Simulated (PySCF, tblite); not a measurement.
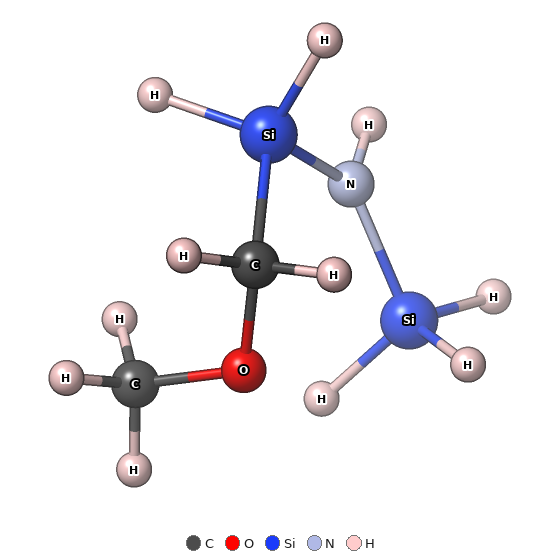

Structure of C₂H₁₁NOSi₂, SMILES COC[SiH2]N[SiH3].

Vertical TDDFT excitations, PBE0/def2-SVPD, PySCF 2.14.0, at a GFN2-xTB geometry (a minimum by its frequencies), gas phase.

> Where does it absorb, and how strongly?

The lowest singlet lies at 5.98 eV (207 nm, f = 0.004); the brightest of the first 8 is S4 at 6.69 eV (185 nm), f = 0.035, mainly HOMO−1 → LUMO+1 (96 %). No singlet lies below 3.1 eV (beyond 400 nm), so at this level no vertical transition falls in the visible.


```tsv
state	E (eV)	λ (nm)	f	main character
S1	5.98	207	0.004	HOMO → LUMO (75 %)
S2	6.26	198	0.005	HOMO−1 → LUMO (71 %)
S3	6.62	187	0.027	HOMO → LUMO+1 (95 %)
S4	6.69	185	0.035	HOMO−1 → LUMO+1 (96 %)
S5	7.17	173	0.005	HOMO → LUMO+2 (60 %)
S6	7.25	171	0.005	HOMO → LUMO+3 (58 %)
S7	7.26	171	0.002	HOMO−1 → LUMO+2 (58 %)
S8	7.45	166	0.009	HOMO → LUMO+5 (34 %)
```

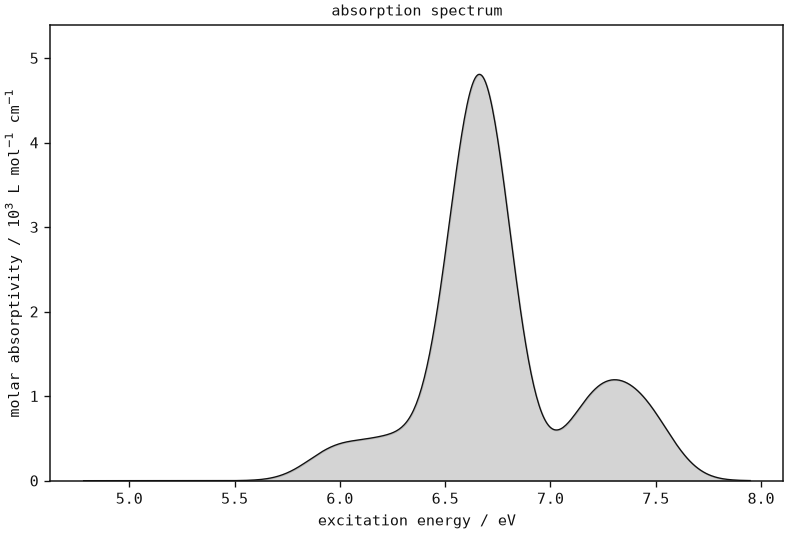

Only the first 8 singlet excitations are included; each is broadened by a Gaussian of 1/e half-width 0.20 eV.

Note: states above the negative HOMO energy depend on the basis; the tight-binding geometry is rougher than a DFT one and adds to the error; one conformer of a flexible molecule; core orbitals are frozen in the response.
